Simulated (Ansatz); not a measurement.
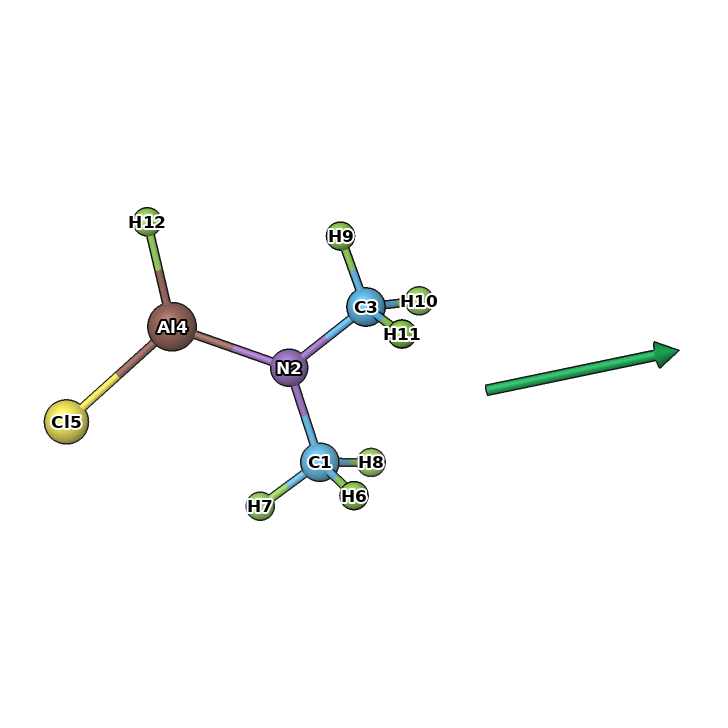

The arrow beside the molecule shows the direction of the dipole moment, from the negative to the positive end (its length means nothing). The geometry was computed by an optimisation with PBE0-D4/def2-TZVP. Method: RKS PBE0-D4/def2-TZVP (Ansatz 0.2.0).

Question: Estimate the dipole moment.

Answer: 2.03 D; it points from the side of Cl5 to the side of H10, H11 (the outermost atoms at the two ends).
